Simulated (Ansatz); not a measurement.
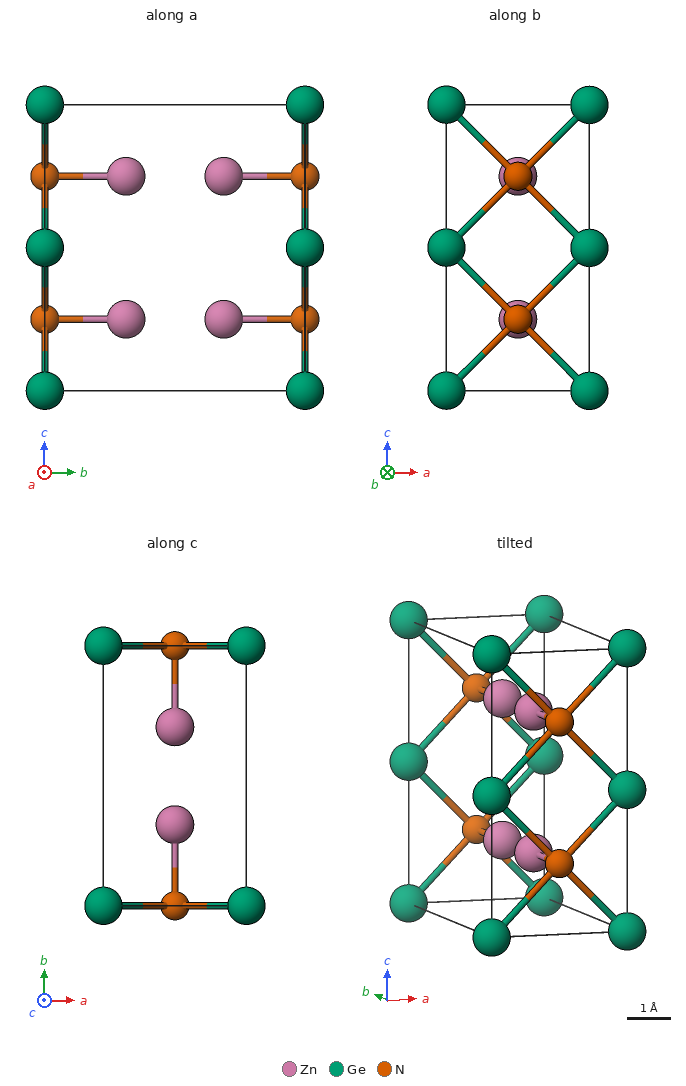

The image is a ball-and-stick drawing of a crystal, viewed along the a axis, along the b axis, along the c axis and slightly off an axis. The edges of the unit cell are marked.

Lattice parameters: a = 3.3754 Å, b = 6.1403 Å, c = 6.7508 Å, α = 90.000°, β = 90.099°, γ = 90.000°.

Question: Turn the picture into a CIF in P1 with every atom of the cell, with free fractional coordinates to two decimals.

Answer:
```cif
data_structure
_symmetry_space_group_name_H-M 'P 1'
_symmetry_Int_Tables_number 1
_cell_length_a 3.3754
_cell_length_b 6.1403
_cell_length_c 6.7508
_cell_angle_alpha 90.000
_cell_angle_beta 90.099
_cell_angle_gamma 90.000
_cell_volume 139.92
loop_
_atom_site_label
_atom_site_type_symbol
_atom_site_fract_x
_atom_site_fract_y
_atom_site_fract_z
_atom_site_occupancy
Zn1 Zn 0.50 0.31 0.75 1
Zn2 Zn 0.50 0.31 0.25 1
Zn3 Zn 0.50 0.69 0.75 1
Zn4 Zn 0.50 0.69 0.25 1
Ge1 Ge 0.00 0.00 0.00 1
Ge2 Ge 0.00 0.00 0.50 1
N1 N 0.50 0.00 0.75 1
N2 N 0.50 0.00 0.25 1
```

The initial geometry was a random cell made by a generator, so it need not be a real form of the compound. Earlier steps of the study may have refined or changed the cell and positions. Ansatz was used for an electronic-structure calculation on it.
